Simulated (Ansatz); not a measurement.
# HfN₃H₇BrCl: geometry relaxation (part 2 of 2)

HfN₃H₇BrCl; RKS PBE/def2-SVP (Ansatz 0.2.0). The input holds or restrains some coordinates. It belongs to a series of runs on one base structure; here: pulled along the bonds that form and break, towards end B.

Geometry of the input (Å):
```
Hf 0.0000  0.0000  0.0000
Cl 0.0000  0.0000  2.8700
N  2.0840  0.0000  -0.7359
H  2.5823  -0.9180  -0.9166
H  2.5853  0.9180  -0.9082
N  -1.0409  1.8034  -0.7359
H  -2.0610  1.7482  -1.0186
H  -0.5204  2.7241  -0.8065
N  -1.0409  -1.8034  -0.7359
H  -1.5759  -2.4197  -0.0595
H  -1.0055  -2.0526  -1.7656
Br -2.8470  0.0000  0.9460
H  -1.5885  0.0000  2.3396
```

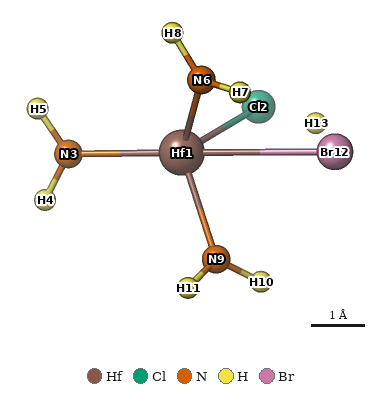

Figure 1. The geometry at step 1 of the log (ball-and-stick view, seen at a tilt; atoms are numbered from 1 in the order of the input).

## Log, continued
```
relax step  18: F+E_penalty+E_count = -88428.93178479 eV  Δ(F+E_penalty+E_count) = -3.764e-2 eV  max|allowed force component| = 7.843e-1 eV/Å  E_restraint = 0.01655287 eV  max|allowed force component, restraints' pulls added| = 4.339e-1 eV/Å  Δτ_max = 0.1959 Å  (36 SCF iters, accepted)
relax step  19: F+E_penalty+E_count = -88428.97637250 eV  Δ(F+E_penalty+E_count) = -4.459e-2 eV  max|allowed force component| = 7.358e-1 eV/Å  E_restraint = 0.01675528 eV  max|allowed force component, restraints' pulls added| = 2.205e-1 eV/Å  Δτ_max = 0.1998 Å  (31 SCF iters, accepted)
relax step  20: F+E_penalty+E_count = -88428.99234396 eV  Δ(F+E_penalty+E_count) = -1.597e-2 eV  max|allowed force component| = 7.986e-1 eV/Å  E_restraint = 0.01008113 eV  max|allowed force component, restraints' pulls added| = 4.958e-1 eV/Å  Δτ_max = 0.1979 Å  (31 SCF iters, accepted)
relax step  21: F+E_penalty+E_count = -88429.03011456 eV  Δ(F+E_penalty+E_count) = -3.777e-2 eV  max|allowed force component| = 6.117e-1 eV/Å  E_restraint = 0.01781594 eV  max|allowed force component, restraints' pulls added| = 4.937e-2 eV/Å  Δτ_max = 0.2000 Å  (36 SCF iters, accepted)
relax step  22: F+E_penalty+E_count = -88429.02613995 eV  Δ(F+E_penalty+E_count) = +3.975e-3 eV  max|allowed force component| = 6.282e-1 eV/Å  E_restraint = 0.03643200 eV  max|allowed force component, restraints' pulls added| = 8.915e-1 eV/Å  Δτ_max = 0.1934 Å  (30 SCF iters, rejected (line search))
relax step  23: F+E_penalty+E_count = -88429.04054268 eV  Δ(F+E_penalty+E_count) = -1.043e-2 eV  max|allowed force component| = 5.467e-1 eV/Å  E_restraint = 0.02805849 eV  max|allowed force component, restraints' pulls added| = 2.932e-1 eV/Å  Δτ_max = 0.0944 Å  (29 SCF iters, accepted)
the calculation of the forces begins
reference -88429.04269483 eV, -3249.7073796770 hartree; 46, 46 occupied and 113, 113 virtual orbitals, 1776 factors
relax step  24: F+E_penalty+E_count = -88429.04260790 eV  Δ(F+E_penalty+E_count) = -2.065e-3 eV  max|allowed force component| = 6.120e-1 eV/Å  E_restraint = 0.02242480 eV  max|allowed force component, restraints' pulls added| = 1.482e-1 eV/Å  Δτ_max = 0.1000 Å  (30 SCF iters, accepted)
  distance Hf 0 - Br 11 = 2.6792 Å
  distance H 12 - Cl 1 = 1.3405 Å
  distance Hf 0 - Cl 1 = 3.7159 Å
  distance H 12 - Br 11 = 2.7367 Å
1776 factors; their error is unknown
mean field evaluation 224: about -88429.0426 eV, gradient 2.7e-4 eV
mean field -88429.04260790 eV, -3249.7073764826 hartree, gradient 2.1e-5 eV, S^2 0.000000; 1 other end points of the search recorded, 0 dependent functions left out
the calculation of the forces begins
reference -88429.04269483 eV, -3249.7073796770 hartree; 46, 46 occupied and 113, 113 virtual orbitals, 1776 factors
Total energy: -88429.04269483 eV, -3249.7073796770 hartree
Atom 0 at    -0.646327    -0.283007    -0.227294 Å, force    -0.373139    -0.158585     0.442978 eV/Å
Atom 1 at     0.494443     1.653328     2.732015 Å, force    -0.611957    -0.470381     0.183343 eV/Å
Atom 2 at     1.347587    -0.490167     0.096500 Å, force     0.054879     0.013927     0.086266 eV/Å
Atom 3 at     2.028074    -1.081857    -0.392007 Å, force    -0.007678     0.013519     0.019238 eV/Å
Atom 4 at     1.811864    -0.020899     0.889273 Å, force    -0.045836    -0.041595    -0.100246 eV/Å
Atom 5 at    -0.976162     1.560504    -1.013837 Å, force     0.032963     0.066159    -0.011110 eV/Å
Atom 6 at    -1.913696     1.947862    -1.184627 Å, force    -0.001777    -0.016001     0.001513 eV/Å
Atom 7 at    -0.288272     2.300685    -1.197092 Å, force    -0.025266    -0.035037     0.010544 eV/Å
Atom 8 at    -1.064906    -1.567444    -1.737254 Å, force     0.000465    -0.020216    -0.021901 eV/Å
Atom 9 at    -1.103726    -2.587510    -1.607568 Å, force     0.005462     0.016677    -0.007044 eV/Å
Atom 10 at    -1.321053    -1.354277    -2.706821 Å, force    -0.002200     0.004875     0.004183 eV/Å
Atom 11 at    -2.258674    -0.920267     1.815325 Å, force     0.478189     0.258260    -0.348294 eV/Å
Atom 12 at    -0.537652     0.843048     3.006288 Å, force     0.495895     0.368399    -0.259471 eV/Å
Dipole moment:     0.275793     0.054311    -0.522930 e Å
```

## Trajectory as extended XYZ (Å, eV, eV/Å), 8 of the 24 frames kept, from step=1 to step=24
```
13
Properties=species:S:1:pos:R:3:forces:R:3 step=1 energy=-88426.66100
Hf    0.0000    0.0000    0.0000   -1.5954  -0.1014  -1.3444
Cl    0.0000    0.0000    2.8700   -0.6396   0.0271  -1.4493
N     2.0840    0.0000   -0.7359   -2.1311   0.0773   0.8398
H     2.5823   -0.9180   -0.9166   -0.1334   1.5679   0.0109
H     2.5853    0.9180   -0.9082   -0.0692  -1.5867  -0.0009
N    -1.0409    1.8034   -0.7359    1.7960  -1.5169   0.5223
H    -2.0610    1.7482   -1.0186    1.4501   0.6138   0.3577
H    -0.5204    2.7241   -0.8065   -1.1419  -0.9075  -0.2875
N    -1.0409   -1.8034   -0.7359    1.8256   1.4600   0.2962
H    -1.5759   -2.4197   -0.0595    0.4124   0.6906  -1.4071
H    -1.0055   -2.0526   -1.7656   -0.2117  -0.2442   1.4796
Br   -2.8470    0.0000    0.9460    0.5304  -0.1656   1.7269
H    -1.5885    0.0000    2.3396   -0.0922   0.0856  -0.7443
13
Properties=species:S:1:pos:R:3:forces:R:3 step=4 energy=-88427.01692
Hf   -0.2278   -0.0050   -0.3347    1.0748   0.0452   0.7473
Cl   -0.0350    0.0033    3.3265   -0.2869   0.0078  -0.5207
N     1.9069    0.0026   -0.7407   -0.8325   0.0545   0.1069
H     2.5132   -0.8350   -0.8917   -0.4497   0.5131   0.1137
H     2.5238    0.8372   -0.8723   -0.4174  -0.5365   0.1762
N    -0.9801    1.7946   -0.8487   -0.0228   0.2485  -0.5508
H    -2.0115    1.8216   -0.9885    0.6423   0.4260   0.0592
H    -0.5432    2.7271   -0.8466   -0.1611  -0.0325  -0.3083
N    -0.9115   -1.8558   -0.7800    0.4375  -0.5903  -0.2449
H    -1.5836   -2.3672   -0.1659    0.2287   0.4145  -0.8060
H    -1.0093   -2.1178   -1.7691   -0.0975  -0.4661   0.0415
Br   -2.8127   -0.0130    0.5781   -0.2074  -0.1029   1.1682
H    -1.2578    0.0075    2.8066    0.0921   0.0187   0.0178
13
Properties=species:S:1:pos:R:3:forces:R:3 step=8 energy=-88428.36494
Hf   -0.4618   -0.0212   -0.2094   -0.2231  -0.0311   0.2642
Cl    0.2924    0.0202    3.4356   -0.9376   0.0228  -0.1917
N     1.5805    0.0350   -0.4510    0.0070   0.0209  -0.0043
H     2.1441   -0.7877   -0.7112   -0.1065   0.0507   0.0875
H     2.2224    0.8409   -0.4477   -0.1126  -0.0573   0.1625
N    -0.9278    1.7525   -1.0889    0.2556   0.6544  -0.4831
H    -1.9267    2.0139   -1.1347    0.1841  -0.0029  -0.0300
H    -0.3751    2.5062   -1.5620   -0.4274  -0.7749   0.2900
N    -0.8430   -1.7934   -1.1453   -0.1149  -0.1487  -0.3345
H    -1.6491   -2.2853   -0.7203    0.1149   0.0516  -0.1176
H    -0.6858   -2.2160   -2.0750    0.0114   0.2374   0.2691
Br   -2.7477   -0.1034    1.2150    0.4927   0.0016   0.1908
H    -1.0510    0.0385    3.3679    0.8563  -0.0244  -0.1029
13
Properties=species:S:1:pos:R:3:forces:R:3 step=11 energy=-88428.65193
Hf   -0.5944   -0.0284   -0.1990   -0.3603   0.0656   0.1149
Cl    0.5488    0.0972    3.3436   -0.9437  -0.0122   0.1001
N     1.4494    0.0476   -0.2591    0.4499   0.2714   0.3364
H     2.0419   -0.7426   -0.5540   -0.0994   0.1282   0.0198
H     2.0833    0.7829    0.1243   -0.4396  -0.4509  -0.1813
N    -0.9731    1.6623   -1.2618    0.0265   0.0727  -0.0631
H    -1.9294    2.0318   -1.3613    0.0577  -0.0265  -0.0293
H    -0.3377    2.2360   -1.8322   -0.0884  -0.1542   0.0860
N    -0.9185   -1.6968   -1.3137   -0.3017  -0.3143   0.1234
H    -1.5762   -2.3976   -0.9068    0.3896   0.2900  -0.2862
H    -0.7658   -1.9231   -2.3059   -0.0968   0.0808   0.1637
Br   -2.6707   -0.1271    1.5047    0.5299   0.0281  -0.1246
H    -0.7861    0.0578    3.4941    0.8762   0.0214  -0.2598
13
Properties=species:S:1:pos:R:3:forces:R:3 step=14 energy=-88428.81299
Hf   -0.6447   -0.0288   -0.1848   -0.3893  -0.1516   0.0950
Cl    0.6918    0.3410    3.2741   -0.8366  -0.0554   0.2335
N     1.3917   -0.0528   -0.0672    0.1381   0.0258   0.1293
H     2.0093   -0.7093   -0.5643   -0.0751   0.1292   0.0695
H     1.9632    0.5120    0.5801   -0.0873  -0.1539  -0.1063
N    -0.9992    1.5886   -1.3504    0.0651   0.0757  -0.0323
H    -1.9486    1.9017   -1.5928    0.0160   0.0070   0.0139
H    -0.3183    2.2086   -1.8050   -0.0621  -0.0593   0.0420
N    -0.9878   -1.5956   -1.4227   -0.1080  -0.1601   0.0021
H    -1.2189   -2.5319   -1.0500    0.0909   0.1689  -0.1036
H    -1.1255   -1.6064   -2.4405   -0.0108   0.0222   0.1104
Br   -2.6188   -0.1984    1.6258    0.5211   0.0545  -0.1614
H    -0.6227    0.1714    3.4707    0.7381   0.0970  -0.2919
13
Properties=species:S:1:pos:R:3:forces:R:3 step=17 energy=-88428.89415
Hf   -0.6652   -0.1125   -0.1938   -0.3823  -0.1530   0.2107
Cl    0.6756    0.8871    3.1446   -0.9832  -0.3518   0.2781
N     1.3590   -0.2093    0.0202   -0.0514  -0.0668  -0.0398
H     1.9988   -0.7573   -0.5657   -0.0141  -0.0072   0.0324
H     1.8944    0.2424    0.7690    0.0296  -0.0047   0.0449
N    -0.9863    1.5681   -1.2800   -0.0438   0.1009   0.0456
H    -1.9288    1.9341   -1.4774    0.0595  -0.0284   0.0041
H    -0.2948    2.2267   -1.6553   -0.0260  -0.0325   0.0119
N    -1.0275   -1.5865   -1.5340   -0.0089   0.0230  -0.0267
H    -1.0909   -2.5768   -1.2630    0.0097   0.0066  -0.0140
H    -1.2625   -1.5028   -2.5276   -0.0037   0.0048  -0.0033
Br   -2.5642   -0.4428    1.6748    0.5700   0.0970  -0.1980
H    -0.5360    0.3296    3.3611    0.8445   0.4121  -0.3459
13
Properties=species:S:1:pos:R:3:forces:R:3 step=21 energy=-88429.03012
Hf   -0.6653   -0.2513   -0.2248   -0.3541  -0.1231   0.4064
Cl    0.5082    1.5662    2.8031   -0.6117  -0.4976   0.2214
N     1.3276   -0.4559    0.0979    0.0424  -0.0281  -0.0175
H     1.9964   -1.0684   -0.3809   -0.0042   0.0190   0.0105
H     1.8138    0.0611    0.8423   -0.0125  -0.0238   0.0232
N    -0.9742    1.5733   -1.0636   -0.0200   0.0108   0.0009
H    -1.9100    1.9522   -1.2620    0.0095   0.0049   0.0143
H    -0.2813    2.2951   -1.2906   -0.0091  -0.0073   0.0135
N    -1.0614   -1.5626   -1.7160   -0.0096  -0.0494  -0.0150
H    -1.0782   -2.5802   -1.5622   -0.0111   0.0187  -0.0124
H    -1.3183   -1.3780   -2.6912    0.0084   0.0086   0.0105
Br   -2.3019   -0.8695    1.8068    0.4777   0.2274  -0.3365
H    -0.4838    0.7179    3.1139    0.4942   0.4398  -0.3194
13
Properties=species:S:1:pos:R:3:forces:R:3 step=24 energy=-88429.04261
Hf   -0.6463   -0.2830   -0.2273   -0.3731  -0.1586   0.4430
Cl    0.4944    1.6533    2.7320   -0.6120  -0.4704   0.1833
N     1.3476   -0.4902    0.0965    0.0549   0.0139   0.0863
H     2.0281   -1.0819   -0.3920   -0.0077   0.0135   0.0192
H     1.8119   -0.0209    0.8893   -0.0458  -0.0416  -0.1002
N    -0.9762    1.5605   -1.0138    0.0330   0.0662  -0.0111
H    -1.9137    1.9479   -1.1846   -0.0018  -0.0160   0.0015
H    -0.2883    2.3007   -1.1971   -0.0253  -0.0350   0.0105
N    -1.0649   -1.5674   -1.7373    0.0005  -0.0202  -0.0219
H    -1.1037   -2.5875   -1.6076    0.0055   0.0167  -0.0070
H    -1.3211   -1.3543   -2.7068   -0.0022   0.0049   0.0042
Br   -2.2587   -0.9203    1.8153    0.4782   0.2583  -0.3483
H    -0.5377    0.8430    3.0063    0.4959   0.3684  -0.2595
```

## Key numbers

- outcome: converged under the restraints of the input
- total energy: −88429.0427 eV
- mean-field energy: −88429.0427 eV
- largest force (length of the vector) at the end, held atoms and coordinates included: 0.793 eV/Å
- hardware: 4 threads of Arm Neoverse V2, 24 GiB of memory available, shared host
- wall time: 61 s (CPU time 3.8 min)
- peak memory: 0.27 GiB
